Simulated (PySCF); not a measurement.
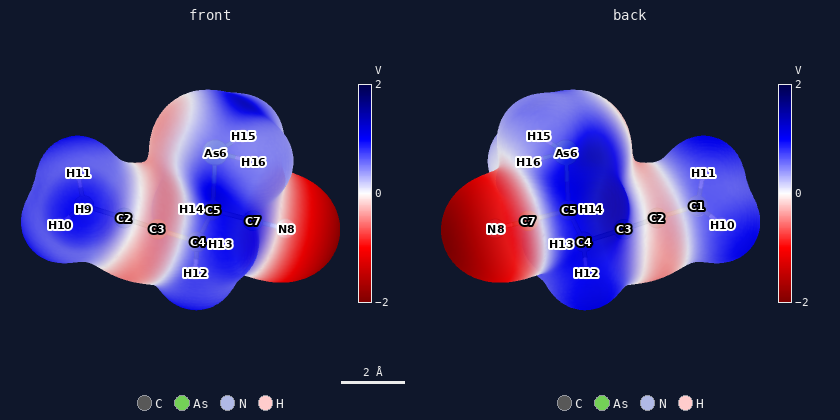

C6H8AsN. The electrostatic potential painted on the density surface at 0.002 e/bohr³, seen from the front and from behind; the colour scale runs from red (negative) to blue (positive).

Geometry: GFN2-xTB.

These are results of B3LYP/def2-SVPD, SCF density, gas phase in PySCF 2.14.0, not measurements.

```
atom    x (Å)    y (Å)    z (Å)
   C   3.2319   0.2839  -0.8046
   C   1.8786  -0.1826  -0.5959
   C   0.7643  -0.5993  -0.4398
   C  -0.5882  -1.0709  -0.2048
   C  -1.2807  -0.1871   0.8480
  As  -1.2719   1.7481   0.2660
   C  -2.6334  -0.5944   1.0600
   N  -3.7299  -0.8968   1.1969
   H   3.4623   0.2943  -1.8694
   H   3.9363  -0.3741  -0.2959
   H   3.3418   1.2933  -0.4097
   H  -0.5615  -2.1124   0.1344
   H  -1.1537  -1.0324  -1.1438
   H  -0.7343  -0.2437   1.7983
   H  -2.3478   2.1401   1.2375
   H  -2.3215   1.5429  -0.7886
```

Q: Which sites attract a positive test charge, and which a negative one?

A: A positive charge is drawn to the negative regions and a negative charge to the positive ones. The most negative region (about −1.9 V) lies over N8, the most positive (about +1.3 V) over As6 and H14. N8 is the likeliest acceptor of a hydrogen bond.
